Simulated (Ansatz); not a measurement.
**Ge$_{2}$H$_{6}$ (Ge(GeH3)H3): density, localisation and related maps**

The calculation's input:

```
crystal:
  periodic: [false, false, false]
  atoms:
    - {symbol: Ge, position_ang: [-0.003237, 0.007520, -1.210292]}
    - {symbol: Ge, position_ang: [0.003106, -0.007169, 1.210291]}
    - {symbol: H, position_ang: [0.831091, 1.169599, 1.749712]}
    - {symbol: H, position_ang: [0.613727, -1.316634, 1.733434]}
    - {symbol: H, position_ang: [-1.430737, 0.114683, 1.749355]}
    - {symbol: H, position_ang: [1.435909, -0.021004, -1.748265]}
    - {symbol: H, position_ang: [-0.697522, 1.274070, -1.734697]}
    - {symbol: H, position_ang: [-0.752336, -1.221066, -1.749527]}
basis:
  gaussian: {orbitals: def2-TZVP, initial_orbitals: start.molden}
hamiltonian: {xc: pbe0, dispersion: d4}
scf: {omitted_lower_state_checks: [starts]}
output: {orbitals: {seedname: orbitals}}
```

Command:

```sh
ansatz run in.yaml --threads 4 --pin off --events-out ev --progress --plain --max-ram 3916MiB
```

Geometry: PBE0-D4/def2-TZVP.

Computed with RKS PBE0-D4/def2-TZVP (Ansatz 0.2.0).

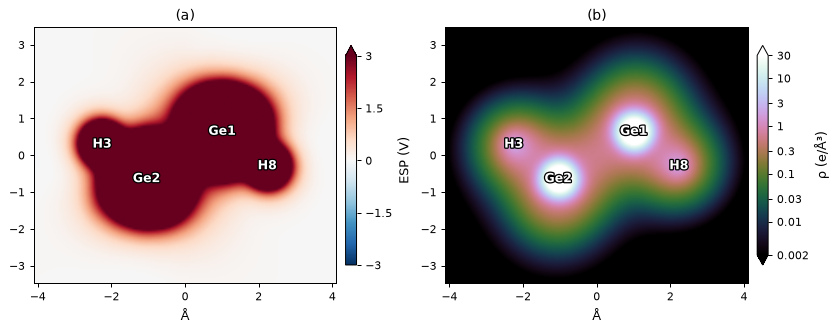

Figure 1. (a) molecular electrostatic potential; (b) electron density on the plane of atoms Ge1, Ge2 and H3.

### Interpret the plot.

- The section cuts through Ge and H sites.
- Ge–Ge (2.42 Å): ρ is about 0.58 e/Å³ halfway.
- Ge–H (1.54 Å): ρ at the midpoint is about 1.1 e/Å³.
- The potential has no marked negative region in this plane.

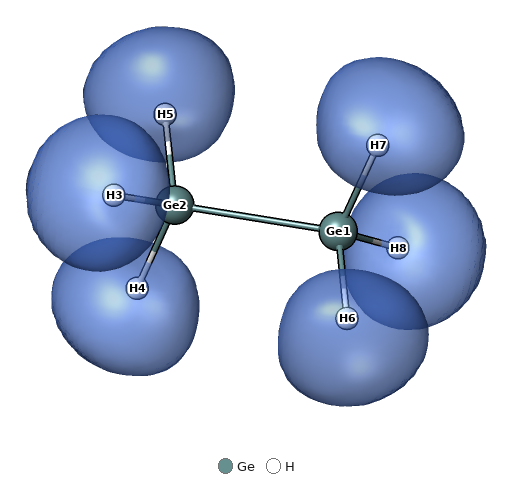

Figure 2. Isosurface of the ELF at 0.9 (blue), seen at a tilt. Only the valence region is drawn (cores and ρ < 0.01 e/Å³ removed).

### What do the ELF domains correspond to?

The surface consists of six regions around hydrogen nuclei. Along the contacts the grid gives the following. Ge–Ge (2.42 Å): the ELF peaks at about 0.85 between the atoms (a covalent bond). Ge–H (1.54 Å): the ELF climbs to about 1 towards the hydrogen.

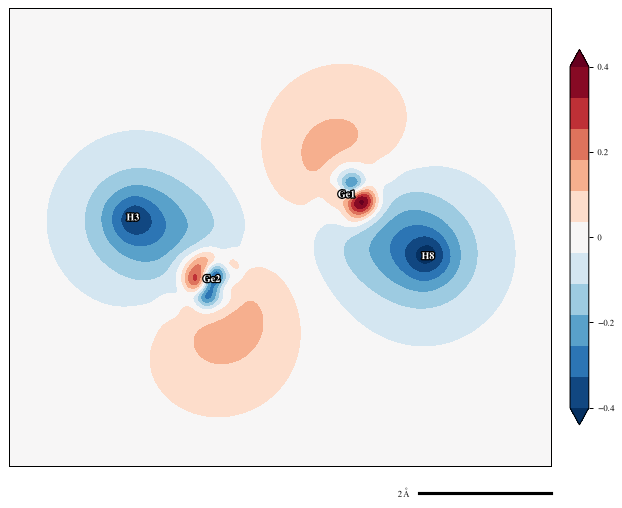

Figure 3. The HOMO−1 on the plane of atoms Ge2, Ge1 and H8 (values in Å⁻³ᐟ²; the overall sign is arbitrary).

### What is the character of this orbital?

It lies mainly on Ge1 (about 20 %), Ge2 (about 20 %), H4 (about 15 %), H7 (about 15 %), H8 (about 10 %) and H3 (about 10 %). It is one of a degenerate set, so its orientation is arbitrary. Its energy is −9.34 eV.

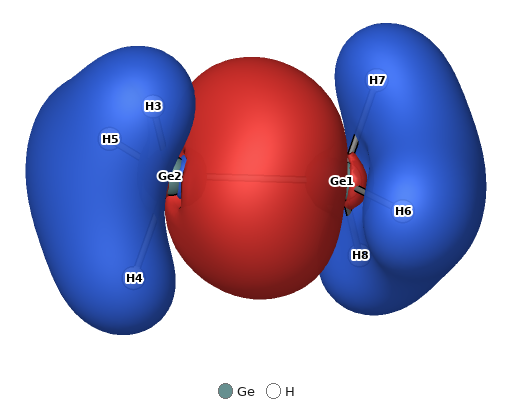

Figure 4. The HOMO at ±0.06 Å⁻³ᐟ² (red and blue are the two phases), seen at a tilt.

### What is the character of this orbital?

By Hirshfeld shares it lies mainly on Ge1 (about 40 %) and Ge2 (about 40 %). Its energy is −8.20 eV.
